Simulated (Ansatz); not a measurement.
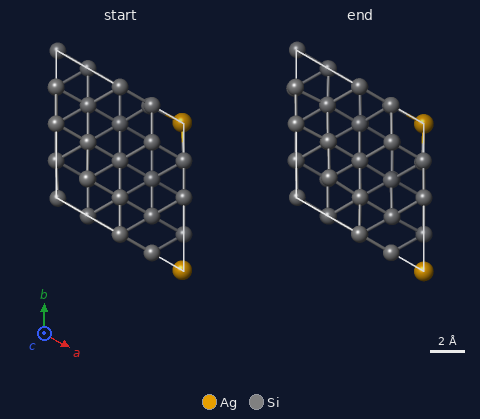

The structure of a defect cell of composition Si31Ag before (left) and after (right) a relaxation, at one scale.

Style: ball-and-stick. Shown: the cell of the calculation, along the c axis.

Case: Ag on a Si site (a), charge +0, atoms relaxed at the host's cell.

Method: DFT r2SCAN, scalar-relativistic, plane waves, PAW (Ansatz). (plane-wave cutoff 500 eV; k-point mesh 2 × 2 × 2; occupations gaussian; smearing width 0.01 eV; mesh shifted by (0.5, 0.5, 0.5); collinear spin; atoms relaxed in a fixed cell; force threshold 0.025 eV/Å; at most 45 steps)

Describe what moved and what it gained.

Over 3 accepted moves (5 points after the start) the energy falls by 0.295 eV per cell of the calculation. Largest force component: 1 eV/Å at the start, 0.014 eV/Å at the end. The line search rejected the trial steps at points 2, 4 of the run. A Si atom moves most: 0.15 Å along [2 2 1]. By element the largest moves are Si 0.15 Å, Ag 0.13 Å. The cell stays as it was. Among the contacts that change: Si–Si 2.219 → 2.319 Å, Ag–Si 2.361 → 2.457 Å, Si–Si 2.258 → 2.337 Å, Si–Si 2.425 → 2.357 Å. Among the angles between lasting bonds that change: Ag–Si–Si 112.2° → 104.5°, Si–Ag–Si 104.0° → 109.7°, Si–Ag–Si 107.8° → 112.8°. The program noted that the starting moments weren't kept. The run took 8.9 min on 8 threads of AMD EPYC (Zen 3) (shared host), peak memory 3.9 GiB.
